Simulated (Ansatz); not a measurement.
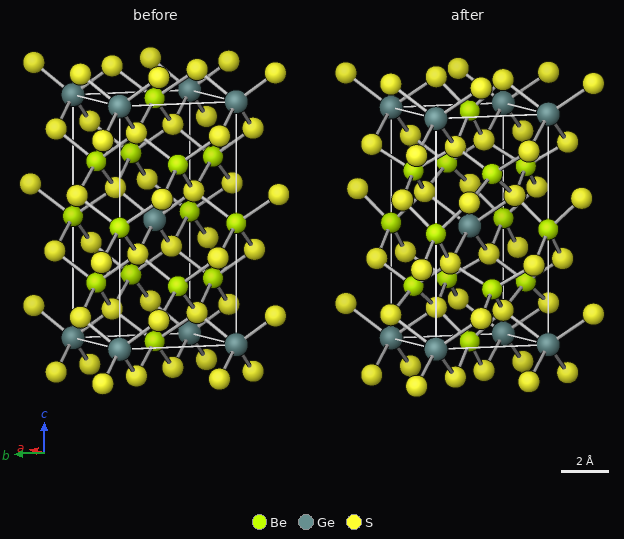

The structure of solid Be₃GeS₄ (built on the Li3SbS4-121 type type) before (left) and after (right) a relaxation, at one scale.

Style: ball-and-stick. Shown: the conventional cell (2 times the calculation's cell), from a free direction. Lengths and directions refer to the drawn axes.

Level of theory: DFT, PBEsol, plane waves, PAW in Ansatz 0.2.0. (plane-wave cutoff 420 eV; k-point mesh 6 × 6 × 6; occupations fermi dirac; smearing width 0.03 eV; no spin polarisation; cell and atoms relaxed; force threshold 0.01 eV/Å; at most 120 steps)

### Summarise the run.

The largest moves relative to the cell, 0.38 Å, are those of S atoms. Be and Ge stay in place. The drawn cell changes as follows: a = b 5.394 → 5.192 Å (−3.7 %), c 10.489 → 9.952 Å (−5.1 %); the volume changes by −12.1 %. Among the contacts that change: Be–S 2.380 → 2.098 Å, Ge–S 2.253 → 2.534 Å, Be–S 2.314 → 2.150 Å. Among the angles between lasting bonds that change: S–Be–S 113.0° → 96.1°, Be–S–Ge 110.9° → 99.9°, Be–S–Be 106.5° → 115.6°. The space group stays I-42m (No. 121). The energy falls by 415 meV per atom in 6 accepted moves (7 points after the start). Largest force component: 2.3 eV/Å at the start, 0.0019 eV/Å at the end. Pressure: −3.84 GPa at the start and 0.00 GPa at the end. The SCF was repeated once at an unchanged geometry on a basis and grid sized afresh for the cell, which shifted the energy by 0.1 meV per atom at most.
